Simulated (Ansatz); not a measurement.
```yaml
atoms:
  - { symbol: O, position_ang: [-0.9926, 0.6447, 1.8073] }
  - { symbol: C, position_ang: [0.1870, 0.4356, 1.6569] }
  - { symbol: N, position_ang: [0.7222, -0.1096, 0.5346] }
  - { symbol: Ge, position_ang: [-0.3513, -0.6459, -0.8891] }
  - { symbol: O, position_ang: [-0.9317, 0.7541, -1.8013] }
  - { symbol: H, position_ang: [0.9343, 0.6752, 2.4379] }
  - { symbol: H, position_ang: [1.7197, -0.2549, 0.5327] }
  - { symbol: H, position_ang: [0.6117, -1.4870, -1.7470] }
  - { symbol: H, position_ang: [-1.5937, -1.3735, -0.3985] }
  - { symbol: H, position_ang: [-0.2224, 1.3101, -2.1307] }
```

Geometry: PBE0-D4/def2-TZVP.

These are results of RKS PBE0-D4/def2-TZVPP (Ansatz), not measurements.

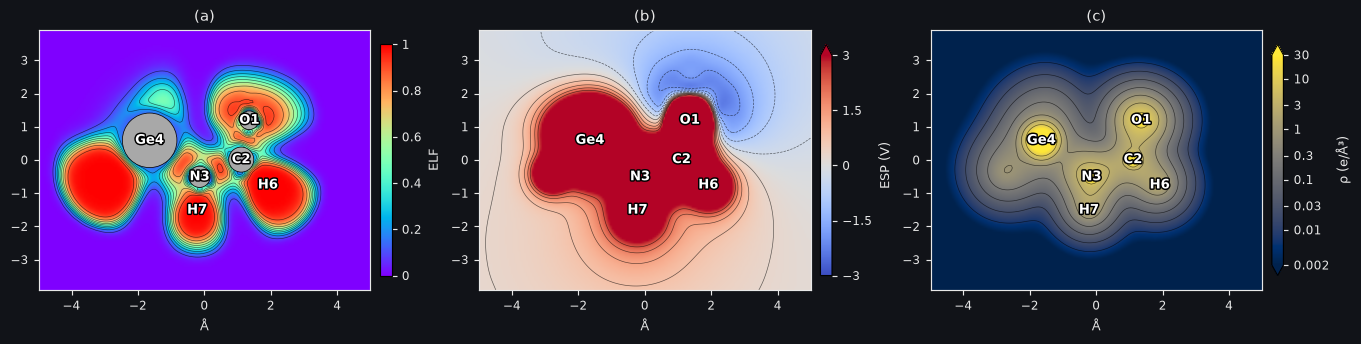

CH$_{5}$GeNO$_{2}$. (a) electron localisation function; (b) molecular electrostatic potential; (c) electron density on the plane of atoms N3, C2 and H6. Grey discs cover the atomic cores in the ELF map.

What does the map show?

Atoms in the plane: O, C, N, Ge and H. C–O (1.21 Å): ρ at the midpoint is about 3.4 e/Å³; the ELF peaks at about 0.85 between the atoms; a short, multiple covalent bond. C–N (1.36 Å): ρ is about 2.4 e/Å³ halfway; the ELF peaks at about 0.90 between the atoms (localised, covalent bonding). Ge–N (1.86 Å): ρ is about 0.92 e/Å³ halfway; the ELF peaks at about 0.90 in the valence shell of N, 0.7 Å from its nucleus, and is about 0.50 at the midpoint. N–H (1.01 Å): the density is about 3 e/Å³ at the midpoint; the ELF climbs to about 1 towards the hydrogen, as it does in any bond to H: an ordinary covalent bond to hydrogen. C–H (1.11 Å): ρ at the midpoint is about 2 e/Å³; the ELF climbs to about 1 towards the hydrogen (a covalent bond by its length). The ELF also peaks beside O1, away from the bonds: lone-pair regions. Outside the dense part of the molecule the potential is most negative (−2.3 V) near O1.
